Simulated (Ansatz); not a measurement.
# BH3+ (doublet): one geometry, many settings at distance B1–H2 = 1.276 Å

What do other methods and options give for BH3+ (doublet) at this geometry, and how long do they take?

Program: Ansatz 0.2.0, Gaussian basis. Level of theory: the settings change from run to run. These are calculated values, not measurements.

16 further runs of the same task are left out: 12 that didn't finish, 4 set aside as unsound or not needed.

### Step 1. What is computed

The geometry derives from a PBE0/def2-TZVP stationary point (not a proven minimum). One bond is set to the value named and the two fragments are kept rigid.

4 atoms, charge 1, spin multiplicity 2.

Atoms are counted from 1 here; the program's logs count them from 0.

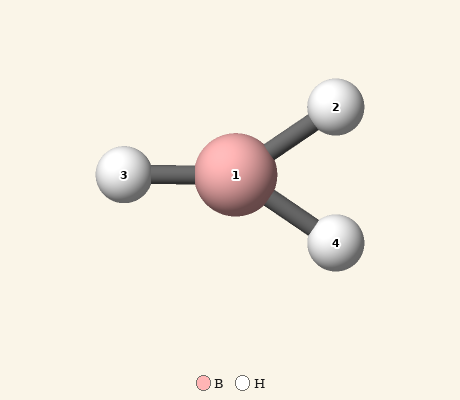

The structure; boron pink, hydrogen white; atoms are numbered from 1 in the order of the file.

### Step 2. BCCD(T) on UHF/def2-SVP

Input file in.yaml:

```yaml
crystal:
  periodic: [false, false, false]
  atoms:
    - {symbol: B, position_ang: [0.000000, 0.000000, 0.068140]}
    - {symbol: H, position_ang: [0.000000, 0.717784, -0.986606]}
    - {symbol: H, position_ang: [0.000000, 0.000000, 1.242354]}
    - {symbol: H, position_ang: [0.000000, -0.717784, -0.986606]}
basis:
  gaussian: {orbitals: def2-SVP}
total_charge: 1
magnetization: {spin_polarized: true, initial_magnetization: 1}
correlation: {method: bccd_t, electrons: outside_noble_gas}
```

On the command line:

```
ansatz run in.yaml --threads 1 --pin off --events-out ev --progress --plain --max-ram 2393MiB
```

Log:

```text
Functional definition: HF
  name "HF"
  cite "Fock, Z. Phys. 61, 126 (1930) doi:10.1007/BF01340294"
  parent pbe
  exchange = exact_x
  correlation = 0
301 factors; integrals over basis functions are off by at most 1.4e-3 eV
mean field evaluation 1: about -705.8473 eV, gradient 7.3e0 eV
mean field evaluation 2: about -705.8476 eV, gradient 7.3e0 eV
mean field evaluation 4: about -706.3266 eV, gradient 4.1e-1 eV
mean field evaluation 8: about -706.3294 eV, gradient 1.1e-6 eV
mean field -706.32935855 eV, -25.9571251595 hartree, gradient 1.1e-6 eV, S^2 0.758263; 0 other end points of the search recorded, 0 dependent functions left out
1 core orbitals not correlated: weight in the atoms' cores, before any rotation towards them, 1.000 or more for the frozen orbitals, at most 0.000 for the correlated occupied ones
reference -706.32935855 eV, -25.9571251595 hartree; 3, 2 occupied and 25, 26 virtual orbitals, 301 factors
second order -1.88444415 eV of doubles, -0.00000000 eV of singles
cycle   1  -2.28613230 eV  change   -4.0e-1 eV  update   4.3e-2
cycle   2  -2.43565799 eV  change   -1.5e-1 eV  update   1.6e-2
cycle   3  -2.43906447 eV  change   -3.4e-3 eV  update   4.1e-3
cycle   4  -2.43969067 eV  change   -6.3e-4 eV  update   1.3e-3
cycle   5  -2.43937655 eV  change    3.1e-4 eV  update   3.1e-4
cycle   6  -2.43942410 eV  change   -4.8e-5 eV  update   1.0e-4
cycle   7  -2.43948135 eV  change   -5.7e-5 eV  update   3.6e-5
cycle   8  -2.43945975 eV  change    2.2e-5 eV  update   9.4e-6
cycle   9  -2.43946494 eV  change   -5.2e-6 eV  update   2.4e-6
perturbative correction -0.03583186 eV, -0.0013167965 hartree
Total energy: -708.80465535 eV, -26.0480906391 hartree
```

It took 0.42 s on 1 thread of Arm Neoverse V1, shared host.

From the report: ⟨S²⟩ of the determinant 0.758 (pure doublet: 0.75); correlation -2.4753 eV; largest double amplitude 0.04.

### Step 3. NEVPT4(SD)(3,6)/cc-pVDZ

in.yaml, as its differences from that of step 2:

```diff
@@ -8,5 +8,5 @@
 basis:
-  gaussian: {orbitals: def2-SVP}
+  gaussian: {orbitals: cc-pVDZ}
 total_charge: 1
-magnetization: {spin_polarized: true, initial_magnetization: 1}
-correlation: {method: bccd_t, electrons: outside_noble_gas}
+magnetization: {spin_polarized: false, initial_magnetization: 1}
+correlation: {method: fic_nevpt4_sd, electrons: outside_noble_gas, active_space: {window: {electrons: 3, orbitals: 6}}}
```

The command is unchanged.

Log (excerpt; [...] marks lines left out):

```text
Functional definition: HF
  name "HF"
  cite "Fock, Z. Phys. 61, 126 (1930) doi:10.1007/BF01340294"
  parent pbe
[...]
262 factors; integrals over basis functions are off by at most 1.1e-3 eV
[...]
mean field -706.83154920 eV, -25.9755803255 hartree, gradient 9.2e-7 eV, S^2 0.750000; 0 other end points of the search recorded, 0 dependent functions left out
reference -706.83154920 eV, -25.9755803255 hartree; 4, 3 occupied and 25, 26 virtual orbitals, 262 factors
state -707.79558719 eV, -26.0110080680 hartree
state -707.79558719 eV, -26.0110080680 hartree; corrected -709.34897940 eV, -26.0680941791 hartree
state -707.71847489 eV, -26.0081742435 hartree
state -707.71847489 eV, -26.0081742435 hartree; corrected -709.35272040 eV, -26.0682316580 hartree
state -707.71847489 eV, -26.0081742435 hartree; corrected -709.35272040 eV, -26.0682316580 hartree
the orbitals are reached from a further start. From the first start the search ends at -707.79558700 eV, -26.0110080611 hartree
WARN: the results are in doubt because another end's mean lies 0.077 eV lower, and its corrected mean 0.004 eV higher
Total energy: -709.35272040 eV, -26.0682316580 hartree
In doubt: another end's mean lies 0.077 eV lower, and its corrected mean 0.004 eV higher
```

Run time: 0.93 s. Hardware: 1 thread of Arm Neoverse V1, shared host.

From the report: 28 determinants; active occupations 1.96, 1.00, 0.01, 0.01, 0.01, 0.00. Mind the lines of doubt at the end of the log.

### Step 4. NEVPT2(7,7)/cc-pVDZ

Input file in.yaml:

```yaml
crystal:
  periodic: [false, false, false]
  atoms:
    - {symbol: B, position_ang: [0.000000, 0.000000, 0.068140]}
    - {symbol: H, position_ang: [0.000000, 0.717784, -0.986606]}
    - {symbol: H, position_ang: [0.000000, 0.000000, 1.242354]}
    - {symbol: H, position_ang: [0.000000, -0.717784, -0.986606]}
basis:
  gaussian: {orbitals: cc-pVDZ, fitting: {mean_field: def2-universal-jkfit}}
total_charge: 1
magnetization: {spin_polarized: false, initial_magnetization: 1}
correlation: {method: sc_nevpt2, electrons: all, active_space: {window: {electrons: 7, orbitals: 7}, states: [{multiplicity: 2, weights: [1, 1, 0.5]}, {multiplicity: 4, weights: [1]}], root: 1}}
scf: {lower_state_search: off}
```

Same command.

Log (excerpt; [...] marks lines left out):

```text
Functional definition: HF
  name "HF"
  cite "Fock, Z. Phys. 61, 126 (1930) doi:10.1007/BF01340294"
  parent pbe
[...]
129 factors; integrals over basis functions are off by at most 3.1e-1 eV
[...]
mean field -706.83144635 eV, -25.9755765459 hartree, gradient 2.4e-6 eV, S^2 0.750000; 0 other end points of the search recorded, 0 dependent functions left out
reference -706.83144635 eV, -25.9755765459 hartree; 4, 3 occupied and 25, 26 virtual orbitals, 129 factors
state -707.55036072 eV, -26.0019961617 hartree
state -703.40557194 eV, -25.8496779833 hartree
state -703.37191145 eV, -25.8484409830 hartree
state -707.55036072 eV, -26.0019961617 hartree; corrected -708.81745668 eV, -26.0485610793 hartree
state -703.40557194 eV, -25.8496779833 hartree; corrected -704.41290849 eV, -25.8866969188 hartree
state -703.37191145 eV, -25.8484409830 hartree; corrected -704.37148568 eV, -25.8851746585 hartree
state -701.48091527 eV, -25.7789481553 hartree
state -701.48091527 eV, -25.7789481553 hartree; corrected -702.49385947 eV, -25.8161731682 hartree
Total energy: -704.41290849 eV, -25.8866969188 hartree
Checks for a lower state left out: stability, starts, cluster_reference, orbital_swaps, neighbouring_geometries, increment
```

It took 1.6 s on 1 thread of Arm Neoverse V1, shared host.

From the report: 296 determinants; active occupations (of the averaged states) 2.00, 1.95, 1.55, 0.87, 0.58, 0.03, 0.03.

### Step 5. MP2 on UHF/cc-pVDZ

Input file in.yaml:

```yaml
crystal:
  periodic: [false, false, false]
  atoms:
    - {symbol: B, position_ang: [0.000000, 0.000000, 0.068140]}
    - {symbol: H, position_ang: [0.000000, 0.717784, -0.986606]}
    - {symbol: H, position_ang: [0.000000, 0.000000, 1.242354]}
    - {symbol: H, position_ang: [0.000000, -0.717784, -0.986606]}
basis:
  gaussian: {orbitals: cc-pVDZ}
total_charge: 1
magnetization: {spin_polarized: true, initial_magnetization: 1}
correlation: {method: mp2, electrons: outside_noble_gas}
accuracy: high
```

Same command.

Log:

```text
Functional definition: HF
  name "HF"
  cite "Fock, Z. Phys. 61, 126 (1930) doi:10.1007/BF01340294"
  parent pbe
  exchange = exact_x
  correlation = 0
588 factors; integrals over basis functions are off by at most 2.8e-9 eV
mean field evaluation 1: about -706.4552 eV, gradient 7.2e0 eV
mean field evaluation 2: about -706.4550 eV, gradient 7.2e0 eV
mean field evaluation 4: about -706.9413 eV, gradient 4.2e-1 eV
mean field evaluation 8: about -706.9442 eV, gradient 1.5e-8 eV
mean field -706.94418471 eV, -25.9797196043 hartree, gradient 1.3e-8 eV, S^2 0.759120; 0 other end points of the search recorded, 0 dependent functions left out
1 core orbitals not correlated: weight in the atoms' cores, before any rotation towards them, 1.000 or more for the frozen orbitals, at most 0.000 for the correlated occupied ones
reference -706.94418471 eV, -25.9797196043 hartree; 3, 2 occupied and 25, 26 virtual orbitals, 588 factors
second order -1.85722189 eV of doubles, -0.00000000 eV of singles
Total energy: -708.80140660 eV, -26.0479712497 hartree
```

It took 0.15 s on 1 thread of Arm Neoverse V1, shared host.

From the report: ⟨S²⟩ of the determinant 0.759 (pure doublet: 0.75).

### Step 6. CCSDT on ROHF/cc-pVDZ

in.yaml, as its differences from that of step 5:

```diff
@@ -10,4 +10,5 @@
 total_charge: 1
-magnetization: {spin_polarized: true, initial_magnetization: 1}
-correlation: {method: mp2, electrons: outside_noble_gas}
+magnetization: {spin_polarized: false, initial_magnetization: 1}
+correlation: {method: ccsdt, electrons: outside_noble_gas}
 accuracy: high
+scf: {omitted_lower_state_checks: [cluster_reference]}
```

Launched as before.

Log (excerpt; [...] marks lines left out):

```text
Functional definition: HF
  name "HF"
  cite "Fock, Z. Phys. 61, 126 (1930) doi:10.1007/BF01340294"
  parent pbe
[...]
588 factors; integrals over basis functions are off by at most 2.8e-9 eV
[...]
mean field -706.83154911 eV, -25.9755803220 hartree, gradient 1.6e-8 eV, S^2 0.750000; 0 other end points of the search recorded, 0 dependent functions left out
1 core orbitals not correlated: weight in the atoms' cores, before any rotation towards them, 1.000 or more for the frozen orbitals, at most 0.000 for the correlated occupied ones
reference -706.83154911 eV, -25.9755803220 hartree; 3, 2 occupied and 25, 26 virtual orbitals, 588 factors
second order -1.90522199 eV of doubles, -0.07046325 eV of singles
cycle   1  -2.38940802 eV  change   -4.1e-1 eV  update   4.5e-2
[...]
cycle  19  -2.59017270 eV  change  -2.1e-10 eV  update  3.7e-10
Total energy: -709.42172181 eV, -26.0707674131 hartree
Checks for a lower state left out: cluster_reference
```

Run time: 1.6 s. Hardware: 1 thread of Arm Neoverse V1, shared host.

From the report: correlation -2.5902 eV; T1 0.017; largest double amplitude 0.05.

### Step 7. CCSDT(Q)/B/cc-pVDZ

in.yaml, as its differences from that of step 6:

```diff
@@ -10,5 +10,4 @@
 total_charge: 1
-magnetization: {spin_polarized: false, initial_magnetization: 1}
-correlation: {method: ccsdt, electrons: outside_noble_gas}
-accuracy: high
-scf: {omitted_lower_state_checks: [cluster_reference]}
+magnetization: {spin_polarized: true, initial_magnetization: 1}
+hamiltonian: {xc: {name: B3LYP}}
+correlation: {method: ccsdt_q_b, electrons: all, diis_vectors: 4}
```

Same command.

Log (excerpt; [...] marks lines left out):

```text
Functional definition: B3LYP
  name "B3LYP"
  cite "Stephens, Devlin, Chabalowski & Frisch, J. Phys. Chem. 98, 11623 (1994) doi:10.1021/j100096a001"
  cite "Becke, Phys. Rev. A 38, 3098 (1988) doi:10.1103/PhysRevA.38.3098"
  cite "Lee, Yang & Parr, Phys. Rev. B 37, 785 (1988) doi:10.1103/PhysRevB.37.785"
  cite "Vosko, Wilk & Nusair, Can. J. Phys. 58, 1200 (1980) doi:10.1139/p80-159"
[...]
515 factors; integrals over basis functions are off by at most 2.2e-7 eV
[...]
mean field -712.12489916 eV, -26.1701073486 hartree, gradient 7.2e-7 eV, S^2 0.753092; 0 other end points of the search recorded, 0 dependent functions left out
reference -706.85433126 eV, -25.9764175506 hartree; 4, 3 occupied and 25, 26 virtual orbitals, 515 factors
second order -1.95651482 eV of doubles, -0.06633755 eV of singles
cycle   1  -2.41805065 eV  change   -4.0e-1 eV  update   4.4e-2
[...]
cycle  12  -2.61000669 eV  change    5.5e-7 eV  update   3.5e-7
perturbative correction -0.00056550 eV, -0.0000207816 hartree
Total energy: -709.46490344 eV, -26.0723543089 hartree
```

Wall time 3.7 s (1 thread of Arm Neoverse V1, shared host).

From the report: ⟨S²⟩ of the determinant 0.753 (pure doublet: 0.75); correlation -2.6106 eV; T1 0.009; largest double amplitude 0.05. The orbitals are Kohn-Sham ones, so correlation energy and T1 don't compare with those on Hartree-Fock orbitals.

### Step 8. CISDT/def2-mTZVP

Input file in.yaml:

```yaml
crystal:
  periodic: [false, false, false]
  atoms:
    - {symbol: B, position_ang: [0.000000, 0.000000, 0.068140]}
    - {symbol: H, position_ang: [0.000000, 0.717784, -0.986606]}
    - {symbol: H, position_ang: [0.000000, 0.000000, 1.242354]}
    - {symbol: H, position_ang: [0.000000, -0.717784, -0.986606]}
basis:
  gaussian: {orbitals: def2-mTZVP}
total_charge: 1
magnetization: {spin_polarized: false, initial_magnetization: 1}
correlation: {active_space: {ras: {orbitals: [3, 1, 24], electrons: 7, max_holes: 3, max_particles: 3}, fixed_orbitals: true}}
```

Launched as before.

Log:

```text
Functional definition: HF
  name "HF"
  cite "Fock, Z. Phys. 61, 126 (1930) doi:10.1007/BF01340294"
  parent pbe
  exchange = exact_x
  correlation = 0
284 factors; integrals over basis functions are off by at most 1.1e-3 eV
mean field evaluation 1: about -706.3049 eV, gradient 9.3e0 eV
mean field evaluation 2: about -706.3027 eV, gradient 9.3e0 eV
mean field evaluation 4: about -706.7595 eV, gradient 3.3e-1 eV
mean field evaluation 8: about -706.7601 eV, gradient 6.8e-5 eV
mean field -706.76009877 eV, -25.9729545706 hartree, gradient 1.8e-6 eV, S^2 0.750000; 0 other end points of the search recorded, 0 dependent functions left out
reference -706.76009877 eV, -25.9729545706 hartree; 4, 3 occupied and 24, 25 virtual orbitals, 284 factors
state -709.34929925 eV, -26.0681059333 hartree
Total energy: -709.34929925 eV, -26.0681059333 hartree
```

It took 2 s on 1 thread of Arm Neoverse V1, shared host.

From the report: 95,256 determinants.

### Step 9. CCSDT(Q) on UHF/cc-pVDZ

Input file in.yaml:

```yaml
crystal:
  periodic: [false, false, false]
  atoms:
    - {symbol: B, position_ang: [0.000000, 0.000000, 0.068140]}
    - {symbol: H, position_ang: [0.000000, 0.717784, -0.986606]}
    - {symbol: H, position_ang: [0.000000, 0.000000, 1.242354]}
    - {symbol: H, position_ang: [0.000000, -0.717784, -0.986606]}
basis:
  gaussian: {orbitals: cc-pVDZ, point_charges: [{charge: -0.50, position_ang: [4.914, -0.223, 0.901]}]}
total_charge: 1
magnetization: {spin_polarized: true, initial_magnetization: 1}
correlation: {method: ccsdt_q, electrons: outside_noble_gas}
```

Same command.

Log (excerpt; [...] marks lines left out):

```text
Functional definition: HF
  name "HF"
  cite "Fock, Z. Phys. 61, 126 (1930) doi:10.1007/BF01340294"
  parent pbe
[...]
515 factors; integrals over basis functions are off by at most 2.2e-7 eV
[...]
mean field -708.36293294 eV, -26.0318576399 hartree, gradient 1.6e-6 eV, S^2 0.759155; 1 other end points of the search recorded, 0 dependent functions left out
1 core orbitals not correlated: weight in the atoms' cores, before any rotation towards them, 1.000 or more for the frozen orbitals, at most 0.000 for the correlated occupied ones
reference -708.36293294 eV, -26.0318576399 hartree; 3, 2 occupied and 25, 26 virtual orbitals, 515 factors
second order -1.85660383 eV of doubles, -0.00000000 eV of singles
cycle   1  -2.26537259 eV  change   -4.1e-1 eV  update   4.6e-2
[...]
cycle  14  -2.47713740 eV  change   -1.3e-7 eV  update   1.3e-7
perturbative correction -0.00052884 eV, -0.0000194345 hartree
Total energy: -710.84059918 eV, -26.1229101947 hartree
```

Run time: 2 s. Hardware: 1 thread of Arm Neoverse V1, shared host.

From the report: ⟨S²⟩ of the determinant 0.759 (pure doublet: 0.75); correlation -2.4777 eV; T1 0.009; largest double amplitude 0.05.

### Step 10. CASSCF(1,3)/cc-pVDZ

Input file in.yaml:

```yaml
crystal:
  periodic: [false, false, false]
  atoms:
    - {symbol: B, position_ang: [0.000000, 0.000000, 0.068140]}
    - {symbol: H, position_ang: [0.000000, 0.717784, -0.986606]}
    - {symbol: H, position_ang: [0.000000, 0.000000, 1.242354]}
    - {symbol: H, position_ang: [0.000000, -0.717784, -0.986606]}
basis:
  gaussian: {orbitals: cc-pVDZ}
total_charge: 1
magnetization: {spin_polarized: false, initial_magnetization: 1}
correlation: {active_space: {window: {electrons: 1, orbitals: 3}, states: [{multiplicity: 2, weights: [1, 1, 1]}]}}
accuracy: high
scf: {lower_state_search: off}
output: {forces: true}
```

Same command.

Log (excerpt; [...] marks lines left out):

```text
Functional definition: HF
  name "HF"
  cite "Fock, Z. Phys. 61, 126 (1930) doi:10.1007/BF01340294"
  parent pbe
[...]
588 factors; integrals over basis functions are off by at most 2.8e-9 eV
[...]
mean field -706.83154911 eV, -25.9755803220 hartree, gradient 1.6e-8 eV, S^2 0.750000; 0 other end points of the search recorded, 0 dependent functions left out
reference -706.83154911 eV, -25.9755803220 hartree; 4, 3 occupied and 25, 26 virtual orbitals, 588 factors
state -706.80805769 eV, -25.9747170284 hartree
state -701.81531656 eV, -25.7912371759 hartree
state -696.19742125 eV, -25.5847833314 hartree
[...]
Total energy: -701.60693183 eV, -25.7835791786 hartree
Atom 0 at     0.000000     0.000000     0.068140 Å, force     0.000000     0.000000     7.511578 eV/Å
Atom 1 at     0.000000     0.717784    -0.986606 Å, force    -0.000000    -1.759778    -3.978644 eV/Å
Atom 2 at     0.000000     0.000000     1.242354 Å, force    -0.000000     0.000000     0.445709 eV/Å
Atom 3 at     0.000000    -0.717784    -0.986606 Å, force     0.000000     1.759778    -3.978644 eV/Å
Dipole moment:     0.000000     0.000000    -0.305995 e Å
Checks for a lower state left out: stability, starts, cluster_reference, orbital_swaps, neighbouring_geometries, increment
```

Wall time 0.27 s (1 thread of Arm Neoverse V1, shared host).

From the report: 3 determinants; active occupations (of the averaged states) 0.33, 0.33, 0.33.

### Step 11. The runs in one table

Where basis and cores are those of an earlier FCI/cc-pVDZ run (-709.4223 eV), and the state is the same kind, the miss against it is given. † marks a result that the program doubts.

```
                                             level         correlated  functions  energy (eV)  from FCI (meV)    time
                           BCCD(T) on UHF/def2-SVP  outside noble gas         29    -708.8047                  0.42 s
                         NEVPT4(SD)(3,6)/cc-pVDZ †  outside noble gas         29    -709.3527            69.6  0.93 s
NEVPT2(7,7)/cc-pVDZ (excited root 1 of an average)                all         29    -704.4129                   1.6 s
                                MP2 on UHF/cc-pVDZ  outside noble gas         29    -708.8014           620.9  0.15 s
                             CCSDT on ROHF/cc-pVDZ  outside noble gas         29    -709.4217             0.6   1.6 s
            CCSDT(Q)/B/cc-pVDZ (on B3LYP orbitals)                all         29    -709.4649                   3.7 s
                                  CISDT/def2-mTZVP                all         28    -709.3493                     2 s
   CCSDT(Q) on UHF/cc-pVDZ (beside a point charge)  outside noble gas         29    -710.8406                     2 s
      CASSCF(1,3)/cc-pVDZ (mean of several states)                            29    -701.6069                  0.27 s
```

### Step 12. Results

```
quantity                                          value
    runs                                              9
quickest                     MP2 on UHF/cc-pVDZ, 0.15 s
 slowest  CCSDT(Q)/B/cc-pVDZ (on B3LYP orbitals), 3.7 s
```

Total energies in different bases, with other cores or another treatment of relativity can't be set against each other. CCSDT(Q)/B/cc-pVDZ (on B3LYP orbitals) took 25 times as long as MP2 on UHF/cc-pVDZ; the jobs differ in more than the method. Among the correlated runs with a miss given, it spans +1 to +621 meV.
